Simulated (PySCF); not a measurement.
**C₄H₆FOSi₂ (SMILES Fc1ccoc1[SiH][SiH3]) (doublet): density, localisation and related maps**

```yaml
atoms:
  - { symbol: F, position_ang: [-1.6371, -2.4150, -0.6463] }
  - { symbol: C, position_ang: [-1.5726, -1.1162, -0.3210] }
  - { symbol: C, position_ang: [-2.6530, -0.2134, -0.2989] }
  - { symbol: C, position_ang: [-2.1013, 0.9739, 0.0803] }
  - { symbol: O, position_ang: [-0.7783, 0.8504, 0.2823] }
  - { symbol: C, position_ang: [-0.4253, -0.4406, 0.0325] }
  - { symbol: Si, position_ang: [1.3298, -0.9555, 0.3394] }
  - { symbol: Si, position_ang: [2.8736, 0.7253, 0.2497] }
  - { symbol: H, position_ang: [-3.6770, -0.4215, -0.5276] }
  - { symbol: H, position_ang: [-2.5335, 1.9425, 0.2341] }
  - { symbol: H, position_ang: [1.4462, -2.2859, -0.2619] }
  - { symbol: H, position_ang: [3.4236, 1.0708, -1.0691] }
  - { symbol: H, position_ang: [2.2864, 1.9480, 0.8013] }
  - { symbol: H, position_ang: [4.0179, 0.3366, 1.0830] }
```

Geometry: GFN2-xTB.

These are results of UKS B3LYP, pcH-1 on C F H O Si, non-relativistic, mean-field spin-orbit, GIAO (PySCF), not measurements.

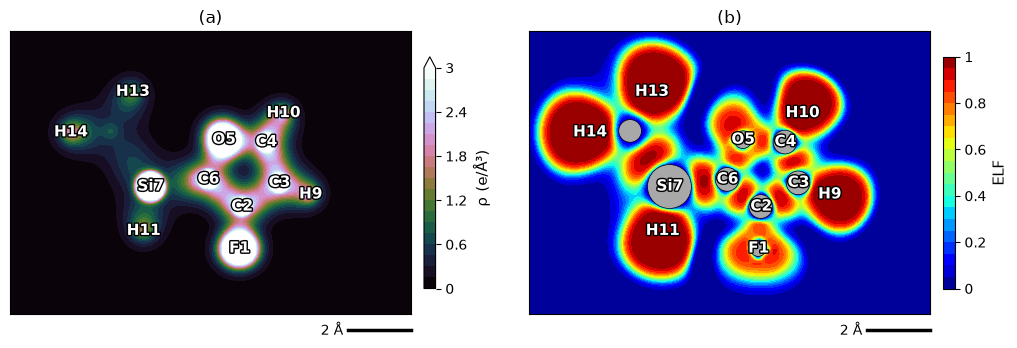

Figure 1. (a) total electron density; (b) electron localisation function on the plane of atoms C3, C2 and C6. Grey discs cover the atomic cores in the ELF map.

Question: Interpret the plot.

Answer:
- The section cuts through F, C, O, Si and H sites.
- C–F (1.34 Å): ρ at the midpoint is about 2.3 e/Å³; the ELF peaks at about 0.85 between the atoms; a polar covalent bond.
- C–O (1.34 Å): ρ is about 2.4 e/Å³ halfway; the ELF peaks at about 0.90 between the atoms; a polar covalent bond.
- C–C (1.36 Å): the density is about 2.2 e/Å³ at the midpoint; the ELF peaks at about 0.95 between the atoms, as expected for a covalent bond.
- C–Si (1.85 Å): ρ is about 0.95 e/Å³ halfway; the ELF peaks at about 0.95 between the atoms, as expected for localised, covalent bonding.
- C–H (1.07 Å): ρ at the midpoint is about 2.1 e/Å³; the ELF climbs to about 1 towards the hydrogen, as it does in any bond to H; a covalent bond by its length.
- The ELF also peaks beside F1 and O5, away from the bonds: non-bonding electrons, paired or unpaired.

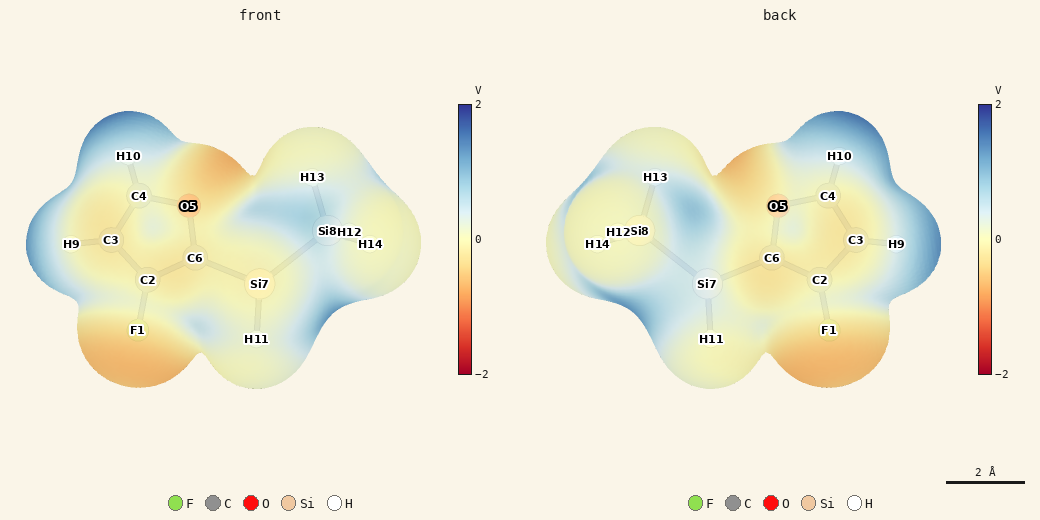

Figure 2. The electrostatic potential painted on the density surface at 0.002 e/bohr³, seen from the front and from behind; red is negative and blue positive.

Question: Where is the surface potential most negative and most positive?

Answer: The most negative region (about −0.7 V) lies over F1 and O5, the most positive (about +1.5 V) over H10.
